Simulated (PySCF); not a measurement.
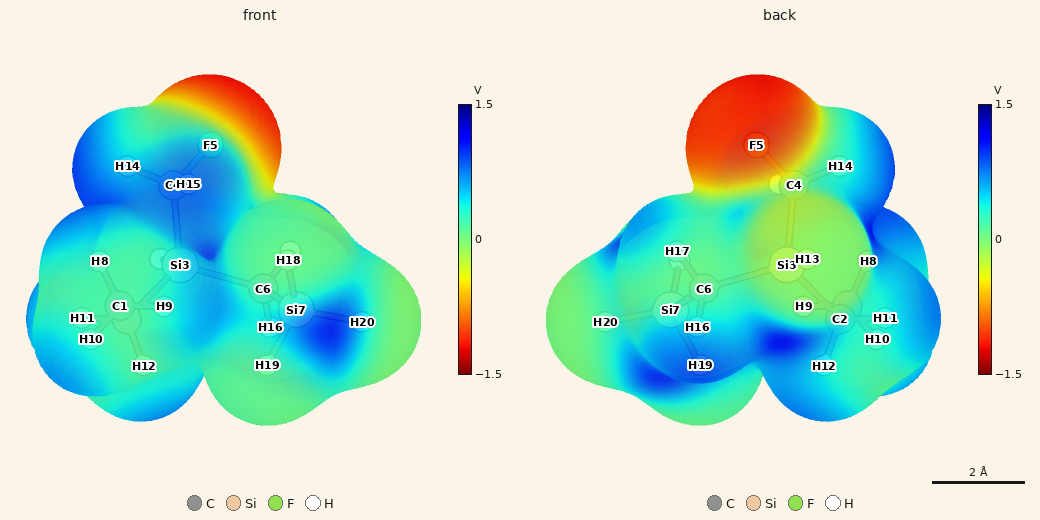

C4H13FSi2. The electrostatic potential painted on the density surface at 0.002 e/bohr³, seen from the front and from behind; the colour scale runs from red (negative) to blue (positive).

Geometry: GFN2-xTB.

Level of theory: PBE0/pcSseg-1, SCF density, gas phase, non-relativistic in PySCF 2.14.0.

```xyz
20

C    -1.6336   -1.4195    0.3038
C    -1.2658   -0.7232   -1.0037
Si   -0.2526    0.8803   -0.7876
C    -0.8106    1.7500    0.8340
F    -0.1068    2.9305    0.9927
C     1.6219    0.5800   -0.6730
Si    2.2367   -0.7679    0.5223
H    -2.2713   -0.7809    0.9105
H    -0.7431   -1.6614    0.8790
H    -2.1724   -2.3451    0.1074
H    -2.1840   -0.5024   -1.5495
H    -0.7022   -1.4173   -1.6279
H    -0.5553    1.8062   -1.8944
H    -1.8674    2.0271    0.8328
H    -0.6074    1.1558    1.7280
H     1.9958    0.3447   -1.6697
H     2.0916    1.5231   -0.3912
H     1.7409   -0.5236    1.8794
H     1.7780   -2.0840    0.0657
H     3.7023   -0.7616    0.5383
```

Describe the electrostatic potential map.

Answer. The most negative region (about −1.2 V) lies over F5, the most positive (about +1.0 V) over Si3 and Si7.
